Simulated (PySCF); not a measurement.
**BFH4Si (SMILES FB[SiH3]): density, localisation and related maps**

```yaml
atoms:
  - { symbol: B, position_ang: [-1.4145, 0.6423, 1.0012] }
  - { symbol: F, position_ang: [-1.9893, 1.8285, 1.1545] }
  - { symbol: Si, position_ang: [-0.7827, 0.0226, -0.8386] }
  - { symbol: H, position_ang: [-1.2895, -0.0235, 1.9933] }
  - { symbol: H, position_ang: [-1.0788, 0.9934, -1.9282] }
  - { symbol: H, position_ang: [0.6907, -0.2101, -0.7999] }
  - { symbol: H, position_ang: [-1.4246, -1.2809, -1.1761] }
```

Geometry: B3LYP/6-31G*.

All numbers below come from Gaussian-basis quantum chemistry of an isolated molecule with PySCF, energy and nuclear gradient, functional PBE0 in PySCF 2.14.0.

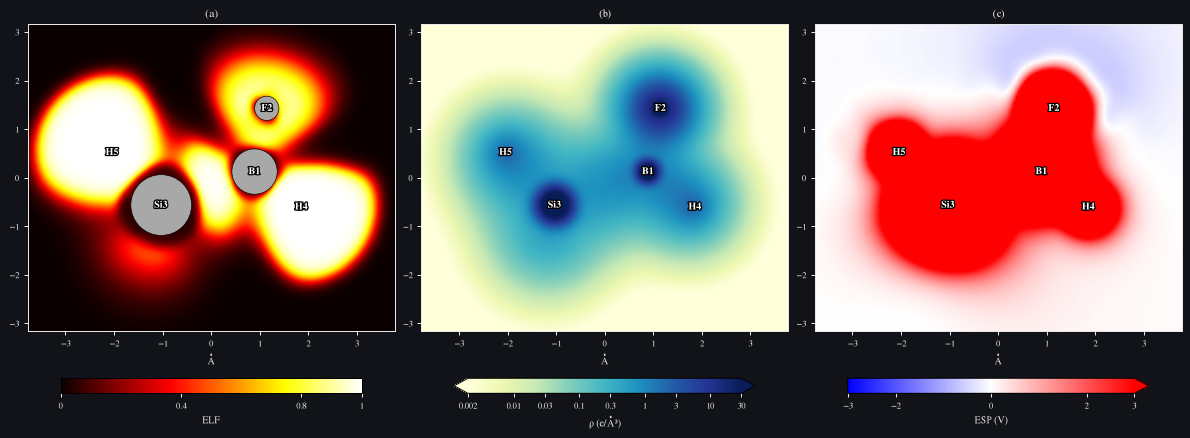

Figure 1. (a) ELF; (b) electron density; (c) electrostatic potential on the plane of atoms B1, Si3 and H5. Grey discs cover the atomic cores in the ELF map.

### Describe what can be read from this map.

- Atoms in the plane: B, F, Si and H.
- B–F (1.33 Å): ρ is about 2.2 e/Å³ halfway; the ELF peaks at about 0.85 between the atoms (a polar covalent bond).
- Si–B (2.04 Å): ρ at the midpoint is about 0.79 e/Å³; the ELF peaks at about 1 between the atoms (a shared electron pair).
- B–H (1.20 Å): the density is about 1.3 e/Å³ at the midpoint; the ELF climbs to about 1 towards the hydrogen, as it does in any bond to H (a covalent bond by its length).
- Si–H (1.49 Å): ρ is about 0.79 e/Å³ halfway; the ELF climbs to about 1 towards the hydrogen.
- The ELF also peaks beside F2, away from the bonds: lone-pair regions.
- Outside the dense part of the molecule the potential is most negative (−0.6 V) near F2.

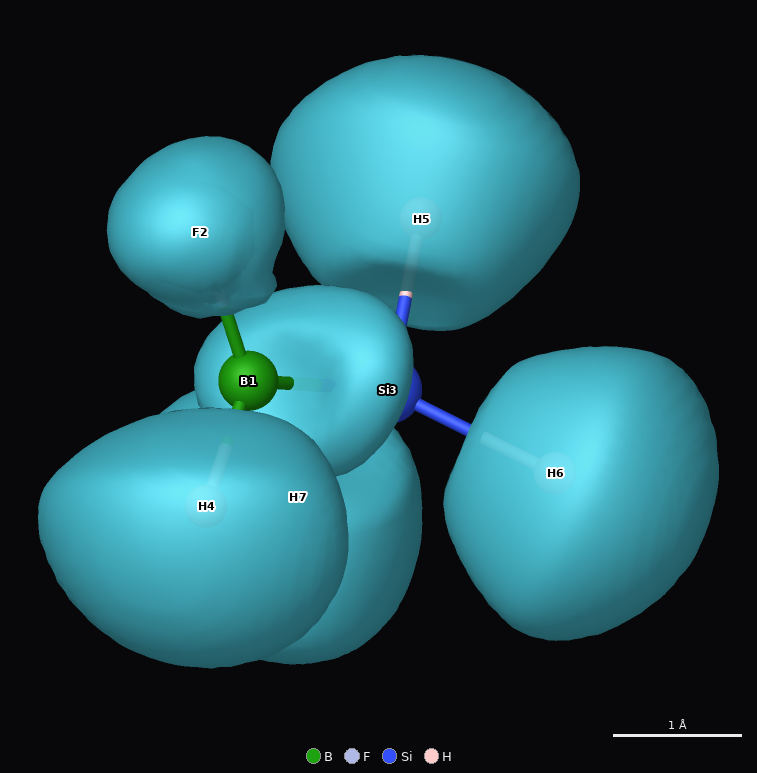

Figure 2. Isosurface of the ELF at 0.8 (cyan), seen at an oblique angle. Only the valence region is drawn (cores and ρ < 0.01 e/Å³ removed).

### What do the ELF domains correspond to?

The surface consists of one region between bonded B–Si atoms (shared pairs), four regions around hydrogen nuclei and one region on F in which the atom's valence shell and bonds are merged.

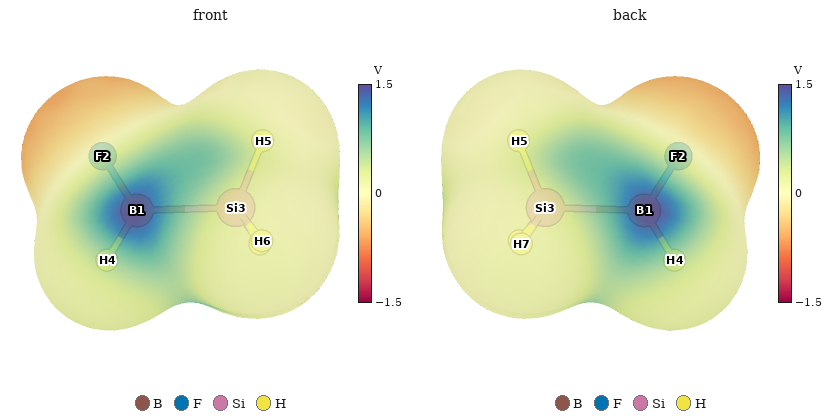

Figure 3. The molecular electrostatic potential painted on the density surface at 0.001 e/bohr³, seen from the front and from behind; the colour scale runs from red (negative) to blue (positive).

### Where is the surface potential most negative and most positive?

The most negative region (about −0.6 V) lies over F2, the most positive (about +1.4 V) over B1.
